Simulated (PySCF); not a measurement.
## NMR shielding calculation, with input and output: C$_{6}$H$_{13}$NOSi

The run: NMR shielding calculation of C$_{6}$H$_{13}$NOSi. Method and program: GIAO PBE0/pcSseg-1 NMR shielding, non-relativistic, gas phase (PySCF 2.14.0).

The geometry comes from this level: GFN2-xTB. It belongs to a series of runs on one base structure; here: H on C replaced by COCH3. Figures and captions count atoms from 1; the log counts them from 0 in places.

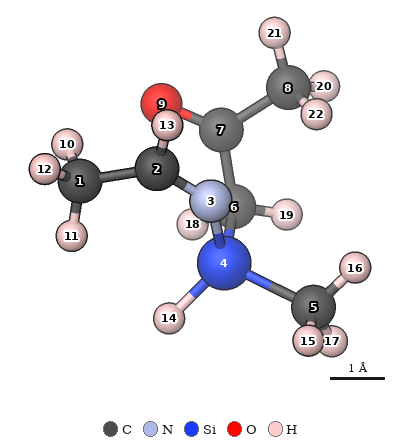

**Figure 1.** The input geometry (ball-and-stick view, seen at a tilt; atoms are numbered from 1 in the order of the input). Bond lengths as drawn: C–C 1.48 to 1.51 Å, C–H 1.08 to 1.09 Å, C–N 1.25 Å, C–O 1.21 Å, C–Si 1.89 to 1.93 Å, H–Si 1.47 Å and N–Si 1.72 Å.

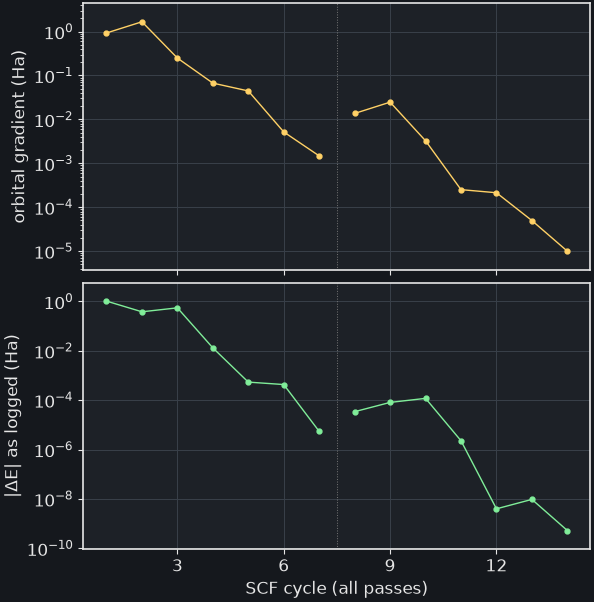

**Figure 2.** Convergence of the self-consistent field: orbital gradient and size of the energy change against the SCF cycle. The dotted line marks the change from a coarse to the final integration grid. The first 7 cycles use a coarse grid, the final grid takes over at cycle 8, and the field converges after 14 cycles in all.

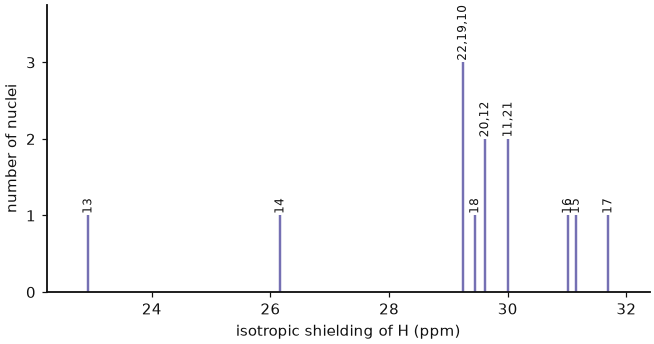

**Figure 3.** Isotropic shieldings of the hydrogen nuclei in this fixed geometry, labelled by atom number; shielding grows to the right, so chemical shift grows to the left. The least shielded is H13 (22.9 ppm), the most shielded H17 (31.7 ppm).

The input and output of the run follow.

The input:
```
{"job": {"kind": "nmr", "xc": "PBE0", "basis": "pcSseg-1"}, "charge": 0, "multiplicity": 1}
C     -2.227414     1.465816    -1.160752
C     -1.459833     1.497217     0.110349
N     -0.899086     0.534298     0.686123
Si    -0.600930    -1.106256     0.278934
C     -0.295144    -1.964895     1.939276
C      1.032221    -1.073053    -0.755718
C      1.423259     0.346311    -0.932242
C      2.387487     0.874948     0.100732
O      0.958964     1.050759    -1.802894
H     -1.516307     1.683829    -1.959254
H     -2.642901     0.477584    -1.338148
H     -3.008028     2.221438    -1.176365
H     -1.351253     2.479694     0.574587
H     -1.587541    -1.861933    -0.513506
H     -1.212526    -2.022853     2.514580
H      0.434382    -1.431467     2.540631
H      0.067385    -2.977348     1.795273
H      0.824785    -1.519285    -1.724841
H      1.806942    -1.643534    -0.253175
H      3.317727     0.311689     0.065790
H      2.592961     1.927344    -0.076379
H      1.944441     0.749084     1.086149
```

The first line tells a small driver script what to run in PySCF; the rest is the geometry in Å.

Run as:
```bash
OMP_NUM_THREADS=1 python <driver script> task.json out
```

Output:
```
coarse grid: 18352 points
cycle   1  E = -655.0988439046  dE =  1.032e+00  |g| = 9.284e-01  |ddm| = 4.109e+00
cycle   2  E = -654.7182730813  dE =  3.806e-01  |g| = 1.672e+00  |ddm| = 2.672e+00
cycle   3  E = -655.2684050279  dE = -5.501e-01  |g| = 2.494e-01  |ddm| = 2.064e+00
cycle   4  E = -655.2815390927  dE = -1.313e-02  |g| = 6.710e-02  |ddm| = 2.359e-01
cycle   5  E = -655.2820778038  dE = -5.387e-04  |g| = 4.449e-02  |ddm| = 8.014e-02
cycle   6  E = -655.2825068346  dE = -4.290e-04  |g| = 5.187e-03  |ddm| = 3.690e-02
cycle   7  E = -655.2825122557  dE = -5.421e-06  |g| = 1.478e-03  |ddm| = 5.469e-03
final grid: 171216 points
cycle   8  E = -655.3442044809  dE = -3.416e-05  |g| = 1.368e-02  |ddm| = 2.973e-02
cycle   9  E = -655.3441233705  dE =  8.111e-05  |g| = 2.474e-02  |ddm| = 2.954e-02
cycle  10  E = -655.3442415495  dE = -1.182e-04  |g| = 3.263e-03  |ddm| = 2.075e-02
cycle  11  E = -655.3442438180  dE = -2.268e-06  |g| = 2.519e-04  |ddm| = 2.638e-03
cycle  12  E = -655.3442438220  dE = -3.954e-09  |g| = 2.141e-04  |ddm| = 3.696e-04
cycle  13  E = -655.3442438315  dE = -9.525e-09  |g| = 4.983e-05  |ddm| = 2.023e-04
cycle  14  E = -655.3442438320  dE = -5.216e-10  |g| = 9.995e-06  |ddm| = 5.432e-05
converged SCF energy = -655.3442438320

GIAO shielding tensors (ppm)
atom      isotropic    diamagn.    paramagn.     s11        s22        s33       span
  0 C      156.716     254.981     -98.265    135.284    148.877    185.987     50.702
  1 C       -1.967     252.868    -254.836   -106.679    -26.996    127.773    234.453
  2 N     -102.061     336.456    -438.517   -411.100   -139.996    244.915    656.015
  3 Si     380.624     883.692    -503.069    335.026    376.726    430.119     95.094
  4 C      185.291     254.561     -69.270    177.960    186.236    191.677     13.717
  5 C      148.334     261.099    -112.765    112.819    146.865    185.318     72.499
  6 C      -25.892     252.207    -278.099   -109.388    -74.184    105.896    215.284
  7 C      151.613     254.656    -103.043    129.987    133.213    191.639     61.652
  8 O     -299.672     404.550    -704.222   -835.406   -387.366    323.756   1159.161
  9 H       29.273      31.890      -2.617     24.815     29.589     33.415      8.600
 10 H       30.008      32.302      -2.295     26.193     30.691     33.140      6.946
 11 H       29.622      28.477       1.145     26.776     27.561     34.527      7.751
 12 H       22.928      31.917      -8.988     20.372     23.630     24.784      4.412
 13 H       26.165      31.517      -5.352     22.903     24.689     30.903      8.000
 14 H       31.146      30.022       1.124     26.916     28.187     38.335     11.419
 15 H       31.011      32.590      -1.579     26.932     28.967     37.133     10.201
 16 H       31.693      30.276       1.418     27.788     28.863     38.429     10.641
 17 H       29.449      33.797      -4.348     26.932     27.297     34.118      7.186
 18 H       29.248      34.719      -5.471     27.237     28.826     31.680      4.443
 19 H       29.611      30.035      -0.425     26.161     29.117     33.554      7.393
 20 H       30.013      30.825      -0.812     26.651     28.133     35.255      8.604
 21 H       29.206      33.462      -4.256     26.423     30.177     31.017      4.593
```

Summary:

- outcome: converged
- total energy: −655.344244 hartree
- HOMO: −6.80 eV
- LUMO: −0.64 eV
- dipole moment: 1.30 D
- isotropic shielding, C: −25.9 to 185.3 ppm
- isotropic shielding, N: −102.1 ppm
- isotropic shielding, Si: 380.6 ppm
- isotropic shielding, O: −299.7 ppm
- isotropic shielding, H: 22.9 to 31.7 ppm
- hardware: 1 CPU thread, shared host
- wall time: 54 s
- peak memory: 1.1 GiB
